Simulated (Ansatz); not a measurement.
## AlHBrF3: geometry relaxation

AlHBrF3, computed with RKS B3LYP/def2-SVP (Ansatz 0.2.0).

The input holds or restrains some coordinates. Forces given for the steps count only the free coordinates. It belongs to a series of runs on one base structure; here: pulled along the bonds that form and break, towards end B. Figures and captions count atoms from 1; the log counts them from 0 in places.

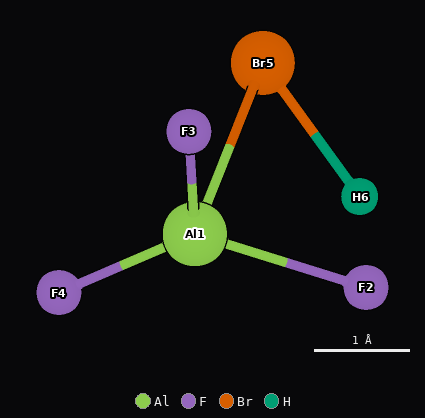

**Figure 1.** The input geometry (ball-and-stick view, seen at a tilt; atoms are numbered from 1 in the order of the input). Sticks mark near contacts. Bond lengths as drawn: Al–Br 2.71 Å, Al–F 1.69 to 2.04 Å and Br–H 1.79 Å.

The input:
```yaml
crystal:
  periodic: [false, false, false]
  atoms:
    - { symbol: Al, position_ang: [0.0, 0.0, 0.0] }
    - { symbol: F, position_ang: [0.0, 0.0, 2.04] }
    - { symbol: F, position_ang: [1.4635, 0.0, -0.845] }
    - { symbol: F, position_ang: [-1.4635, 0.0, -0.845] }
    - { symbol: Br, position_ang: [0.1133, -2.5693, 0.8545] }
    - { symbol: H, position_ang: [0.0524, -1.1881, 1.9844] }
basis:
  gaussian: { orbitals: def2-SVP }
hamiltonian:
  xc: b3lyp
relax:
  f_tol: 0.15
  max_steps: 25
  restrain:
    - { distance: [0, 4], at: 2.41, k: 30.0 }
    - { distance: [5, 1], at: 0.92, k: 30.0 }
    - { distance: [0, 1], at: 2.89, k: 30.0 }
    - { distance: [5, 4], at: 2.75, k: 30.0 }
output:
  orbitals: {}
```

Command:
```bash
ansatz run input.yaml --threads 2 --pin off --max-ram 3072MiB --backend cpu --events-out ev --progress --plain --runs-dir out
```

Output:
```
The last accepted step is kept in [file] (removed where the run ends without a failure and the disk answers)
Engine: ansatz 0.2.0, x86_64-unknown-linux-gnu
Functional definition: B3LYP
  parameter a0 = 0.2
  parameter ax = 0.72
  parameter ac = 0.81
  exchange = (1 - a0 - ax)*slater_x + ax*b88_x + a0*exact_x
  correlation = (1 - ac)*vwn_rpa_c + ac*lyp_c
966 factors; integrals over basis functions are off by at most 3.8e-4 eV
mean field evaluation 1: about -84794.4513 eV, gradient 5.6e1 eV
mean field evaluation 2: about -84781.9261 eV, gradient 1.1e2 eV
mean field evaluation 4: about -84799.5368 eV, gradient 3.6e0 eV
mean field evaluation 8: about -84799.5675 eV, gradient 2.3e-2 eV
mean field -84799.56745736 eV, -3116.3266248467 hartree, gradient 2.4e-5 eV, S^2 0.000000; 0 other end points of the search recorded, 0 dependent functions left out
the calculation of the forces begins
reference -84799.56770068 eV, -3116.3266337887 hartree; 38, 38 occupied and 59, 59 virtual orbitals, 966 factors
relax step   1: F+E_penalty+E_count = -84799.56745736 eV  Δ(F+E_penalty+E_count) = +0.000e0 eV  max|allowed force component| = 2.771e0 eV/Å  E_restraint = 27.23904663 eV  max|allowed force component, restraints' pulls added| = 3.076e1 eV/Å  Δτ_max = 0.0000 Å  (25 SCF iters, accepted)
  distance Al 0 - Br 4 = 2.7100 Å
  distance H 5 - F 1 = 1.1906 Å
  distance Al 0 - F 1 = 2.0400 Å
  distance H 5 - Br 4 = 1.7855 Å
these checks for a lower state are left out or cut short: starts, cluster_reference, orbital_swaps, neighbouring_geometries, increment
966 factors; integrals over basis functions are off by at most 4.5e-4 eV
mean field evaluation 16: about -84798.7356 eV, gradient 1.5e1 eV
mean field -84799.54285897 eV, -3116.3257208724 hartree, gradient 6.9e-6 eV, S^2 0.000000; 0 other end points of the search recorded, 0 dependent functions left out
the calculation of the forces begins
reference -84799.54310227 eV, -3116.3257298135 hartree; 38, 38 occupied and 59, 59 virtual orbitals, 966 factors
relax step   2: F+E_penalty+E_count = -84799.54285897 eV  Δ(F+E_penalty+E_count) = +2.460e-2 eV  max|allowed force component| = 3.124e0 eV/Å  E_restraint = 12.08969959 eV  max|allowed force component, restraints' pulls added| = 1.902e1 eV/Å  Δτ_max = 0.1994 Å  (32 SCF iters, accepted)
  distance Al 0 - Br 4 = 2.6427 Å
  distance H 5 - F 1 = 1.0471 Å
  distance Al 0 - F 1 = 2.2917 Å
  distance H 5 - Br 4 = 2.1354 Å
these checks for a lower state are left out or cut short: starts, cluster_reference, orbital_swaps, neighbouring_geometries, increment
966 factors; integrals over basis functions are off by at most 5.1e-4 eV
mean field -84799.71750805 eV, -3116.3321391077 hartree, gradient 5.8e-6 eV, S^2 0.000000; 0 other end points of the search recorded, 0 dependent functions left out
the calculation of the forces begins
reference -84799.71775003 eV, -3116.3321480006 hartree; 38, 38 occupied and 59, 59 virtual orbitals, 966 factors
relax step   3: F+E_penalty+E_count = -84799.71750805 eV  Δ(F+E_penalty+E_count) = -1.746e-1 eV  max|allowed force component| = 3.157e0 eV/Å  E_restraint = 3.08405914 eV  max|allowed force component, restraints' pulls added| = 8.552e0 eV/Å  Δτ_max = 0.1938 Å  (33 SCF iters, accepted)
  distance Al 0 - Br 4 = 2.5231 Å
  distance H 5 - F 1 = 0.9076 Å
  distance Al 0 - F 1 = 2.5757 Å
  distance H 5 - Br 4 = 2.4436 Å
these checks for a lower state are left out or cut short: starts, cluster_reference, orbital_swaps, neighbouring_geometries, increment
966 factors; integrals over basis functions are off by at most 5.6e-4 eV
mean field evaluation 32: about -84799.6506 eV, gradient 1.2e1 eV
mean field -84799.99594525 eV, -3116.3423714863 hartree, gradient 1.1e-5 eV, S^2 0.000000; 0 other end points of the search recorded, 0 dependent functions left out
the calculation of the forces begins
reference -84799.99618817 eV, -3116.3423804132 hartree; 38, 38 occupied and 59, 59 virtual orbitals, 966 factors
relax step   4: F+E_penalty+E_count = -84799.99594525 eV  Δ(F+E_penalty+E_count) = -2.784e-1 eV  max|allowed force component| = 1.683e0 eV/Å  E_restraint = 0.19498165 eV  max|allowed force component, restraints' pulls added| = 2.390e0 eV/Å  Δτ_max = 0.1944 Å  (28 SCF iters, accepted)
  distance Al 0 - Br 4 = 2.3950 Å
  distance H 5 - F 1 = 0.9102 Å
  distance Al 0 - F 1 = 2.8101 Å
  distance H 5 - Br 4 = 2.6706 Å
these checks for a lower state are left out or cut short: starts, cluster_reference, orbital_swaps, neighbouring_geometries, increment
966 factors; integrals over basis functions are off by at most 5.0e-4 eV
mean field -84800.14703093 eV, -3116.3479237826 hartree, gradient 6.8e-6 eV, S^2 0.000000; 0 other end points of the search recorded, 0 dependent functions left out
the calculation of the forces begins
reference -84800.14727129 eV, -3116.3479326158 hartree; 38, 38 occupied and 59, 59 virtual orbitals, 966 factors
relax step   5: F+E_penalty+E_count = -84800.14703093 eV  Δ(F+E_penalty+E_count) = -1.511e-1 eV  max|allowed force component| = 1.296e0 eV/Å  E_restraint = 0.04285545 eV  max|allowed force component, restraints' pulls added| = 7.987e-1 eV/Å  Δτ_max = 0.2000 Å  (32 SCF iters, accepted)
  distance Al 0 - Br 4 = 2.3831 Å
  distance H 5 - F 1 = 0.9304 Å
  distance Al 0 - F 1 = 2.8537 Å
  distance H 5 - Br 4 = 2.7233 Å
these checks for a lower state are left out or cut short: starts, cluster_reference, orbital_swaps, neighbouring_geometries, increment
966 factors; integrals over basis functions are off by at most 5.1e-4 eV
mean field -84800.19425532 eV, -3116.3496592468 hartree, gradient 5.1e-6 eV, S^2 0.000000; 0 other end points of the search recorded, 0 dependent functions left out
the calculation of the forces begins
reference -84800.19449539 eV, -3116.3496680694 hartree; 38, 38 occupied and 59, 59 virtual orbitals, 966 factors
relax step   6: F+E_penalty+E_count = -84800.19425532 eV  Δ(F+E_penalty+E_count) = -4.722e-2 eV  max|allowed force component| = 1.178e0 eV/Å  E_restraint = 0.03518951 eV  max|allowed force component, restraints' pulls added| = 8.633e-2 eV/Å  Δτ_max = 0.1336 Å  (29 SCF iters, accepted)
  distance Al 0 - Br 4 = 2.3666 Å
  distance H 5 - F 1 = 0.9280 Å
  distance Al 0 - F 1 = 2.8700 Å
  distance H 5 - Br 4 = 2.7505 Å
966 factors; integrals over basis functions are off by at most 5.1e-4 eV
mean field evaluation 64: about -84800.1943 eV, gradient 2.4e-2 eV
```

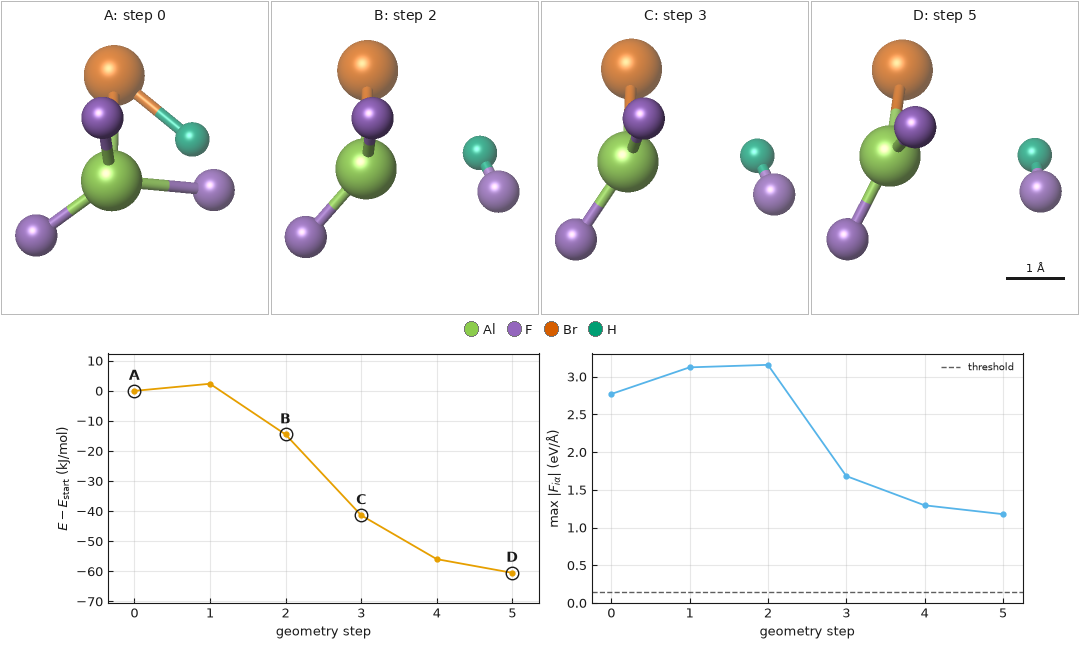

**Figure 2.** Frames of the restrained relaxation (ball-and-stick view, seen at a tilt) above the curves, on which the letters mark them (the first geometry is step 0 here and step 1 in the log).

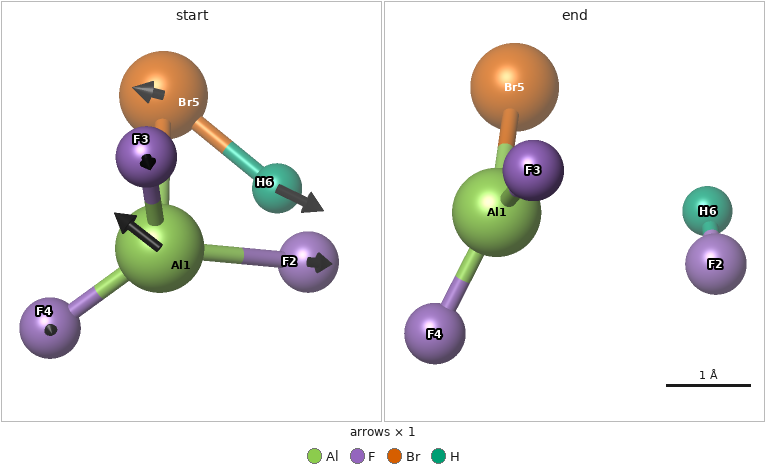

**Figure 3.** Before (left) and after (right) the restrained relaxation, at one scale (ball-and-stick view, seen at a tilt). The black arrows give the displacements, at true length. The energy falls by 60.5 kJ/mol in 5 geometry steps. Largest force component: 2.8 eV/Å at the start, 1.2 eV/Å at the end. Al1 moves most after the best rigid fit: 0.71 Å. Largest moves by element: Al 0.71 Å, H 0.63 Å, Br 0.40 Å, F 0.32 Å. Among the contacts that change: Br5–H6 1.786 → 2.750 Å, Al1–F2 2.040 → 2.870 Å, Al1–Br5 2.710 → 2.367 Å, F2–H6 1.191 → 0.928 Å. New bonds form: F2–H6 (1.19 → 0.93 Å). Bonds break: Al1–F2 (2.04 → 2.87 Å), Br5–H6 (1.79 → 2.75 Å). Among the angles that change: F3–Al1–Br5 97.0° → 119.1°, F4–Al1–Br5 101.2° → 118.9°. (Atoms are counted from 1 in the order of the input.)

```
mean field -84800.19425532 eV, -3116.3496592468 hartree, gradient 5.1e-6 eV, S^2 0.000000; 1 other end points of the search recorded, 0 dependent functions left out
the calculation of the forces begins
reference -84800.19449539 eV, -3116.3496680694 hartree; 38, 38 occupied and 59, 59 virtual orbitals, 966 factors
Total energy: -84800.19449539 eV, -3116.3496680694 hartree
Atom 0 at     0.018700    -0.541251    -0.461898 Å, force     0.043269    -1.054288     1.077087 eV/Å
Atom 1 at     0.033192     0.044237     2.347732 Å, force    -0.017366     0.194878    -0.552827 eV/Å
Atom 2 at     1.440528     0.197947    -0.846924 Å, force    -0.004945    -0.007132    -0.034701 eV/Å
Atom 3 at    -1.435995     0.112812    -0.876675 Å, force     0.000155    -0.000507    -0.023641 eV/Å
Atom 4 at     0.070649    -2.706447     0.492063 Å, force    -0.030035     1.178067    -0.519313 eV/Å
Atom 5 at     0.038626    -0.864697     2.534601 Å, force     0.008921    -0.311018     0.053395 eV/Å
Dipole moment:     0.000497    -0.276160     0.168005 e Å
```

Trajectory as extended XYZ (Å, eV, eV/Å), 6 frames, from step=1 to step=6:
```
6
Properties=species:S:1:pos:R:3:forces:R:3 step=1 energy=-84799.56746
Al    0.0000    0.0000    0.0000    0.0982  -2.7708   0.5392
F     0.0000    0.0000    2.0400    0.0152  -0.1720  -2.0853
F     1.4635    0.0000   -0.8450   -0.9716   0.7965   0.8551
F    -1.4635    0.0000   -0.8450    0.9690   0.7100   0.9064
Br    0.1133   -2.5693    0.8545   -0.1021   1.1608   0.2471
H     0.0524   -1.1881    1.9844   -0.0087   0.2755  -0.4624
6
Properties=species:S:1:pos:R:3:forces:R:3 step=2 energy=-84799.54286
Al    0.0029   -0.1165   -0.0995    0.0601  -3.1243   0.7291
F    -0.0002    0.0084    2.1889    0.0748  -1.6214  -1.7096
F     1.4742    0.0101   -0.8558   -0.2937   0.8055   0.3998
F    -1.4723    0.0090   -0.8542    0.3612   0.6953   0.4922
Br    0.1155   -2.6335    0.6978   -0.1424   1.8313   0.0477
H     0.0457   -1.0348    2.1117   -0.0600   1.4136   0.0407
6
Properties=species:S:1:pos:R:3:forces:R:3 step=3 energy=-84799.71751
Al    0.0063   -0.2603   -0.2280   -0.0230  -3.1575   0.9343
F     0.0003    0.0066    2.3339   -0.0977   2.2455  -0.8618
F     1.4832    0.0262   -0.8608    0.4095   0.8388  -0.0338
F    -1.4789    0.0228   -0.8569   -0.2448   0.6888   0.0965
Br    0.1150   -2.6567    0.5540   -0.1532   1.8316  -0.1652
H     0.0397   -0.8960    2.2467    0.1093  -2.4473   0.0301
6
Properties=species:S:1:pos:R:3:forces:R:3 step=4 energy=-84799.99595
Al    0.0062   -0.4203   -0.3383    0.2825  -1.6333   0.1161
F    -0.0016    0.0647    2.4297   -0.0654   1.4151  -0.7277
F     1.5153    0.0677   -0.8656   -0.7883   0.2646   0.3128
F    -1.5038    0.0559   -0.8559    0.6328   0.2115   0.3039
Br    0.1116   -2.6822    0.4419   -0.1386   1.4254  -0.1428
H     0.0380   -0.8432    2.3771    0.0771  -1.6834   0.1376
6
Properties=species:S:1:pos:R:3:forces:R:3 step=5 energy=-84800.14703
Al   -0.0162   -0.5292   -0.4536    0.2331  -1.0248   1.0475
F     0.1657    0.0545    2.3339   -0.1300   0.0676  -0.5623
F     1.4468    0.1980   -0.7302   -0.3582  -0.0364  -0.1053
F    -1.4874    0.0830   -0.9124    0.3540  -0.0740   0.0718
Br    0.0808   -2.7167    0.4869   -0.1516   1.2957  -0.5362
H    -0.0239   -0.8470    2.4643    0.0527  -0.2281   0.0845
6
Properties=species:S:1:pos:R:3:forces:R:3 step=6 energy=-84800.19425
Al    0.0187   -0.5413   -0.4619    0.0433  -1.0543   1.0771
F     0.0332    0.0442    2.3477   -0.0174   0.1949  -0.5528
F     1.4405    0.1979   -0.8469   -0.0049  -0.0071  -0.0347
F    -1.4360    0.1128   -0.8767    0.0002  -0.0005  -0.0236
Br    0.0706   -2.7064    0.4921   -0.0300   1.1781  -0.5193
H     0.0386   -0.8647    2.5346    0.0089  -0.3110   0.0534
```

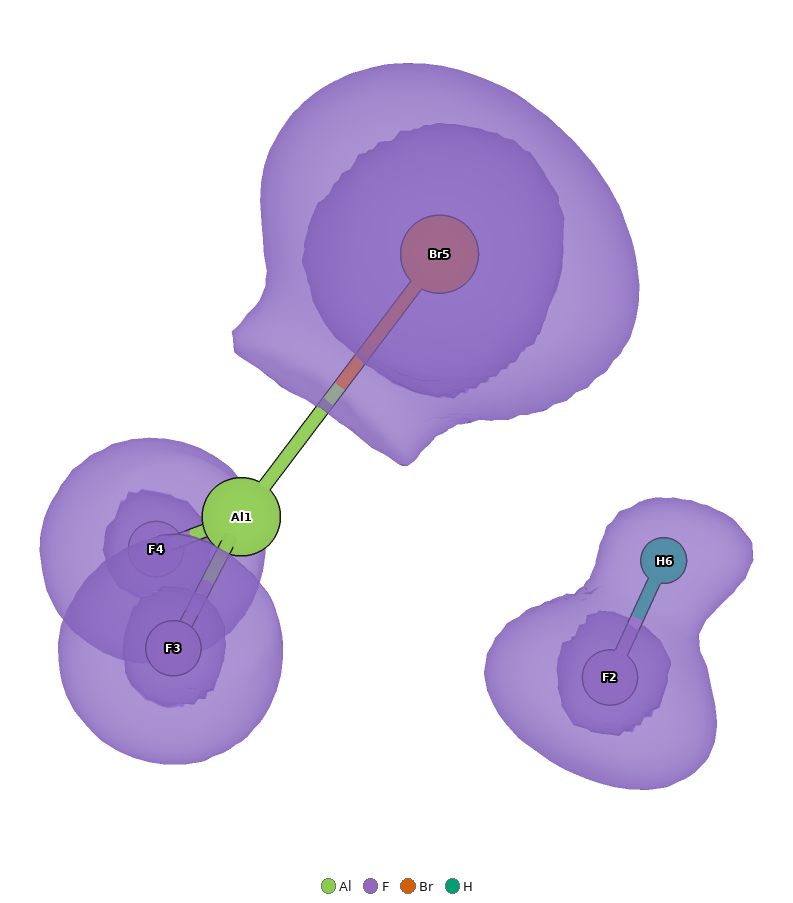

**Figure 4.** Isosurface of the electron localisation function at 0.75 (purple), seen at a tilt. Core shells and regions of very low density are left out. Values along the shortest contacts: Al1···F2 (2.87 Å): the ELF is only about 0.05 between them. Al–F (1.65 Å): the ELF peaks at about 0.85 in the valence shell of F, 0.6 Å from its nucleus, and is about 0.30 at the midpoint.

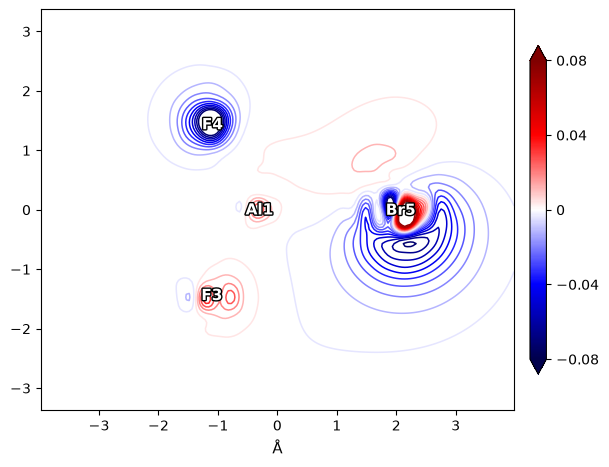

**Figure 5.** The HOMO−1 on the plane of atoms F3, Al1 and Br5 (values in Å⁻³ᐟ²; the overall sign is arbitrary). Its energy is −8.87 eV.

Results in brief:

| quantity | value |
| --- | --- |
| outcome | converged under the restraints of the input |
| total energy | −84800.1945 eV |
| mean-field energy | −84800.1945 eV |
| largest force (length of the vector) at the end, held atoms and coordinates included | 1.508 eV/Å |
| hardware | 2 threads of Intel Xeon @ 2.50GHz (Skylake/Cascade Lake), 32 GiB of memory available, shared host |
| wall time | 31 s (CPU time 57 s) |
| peak memory | 0.24 GiB |
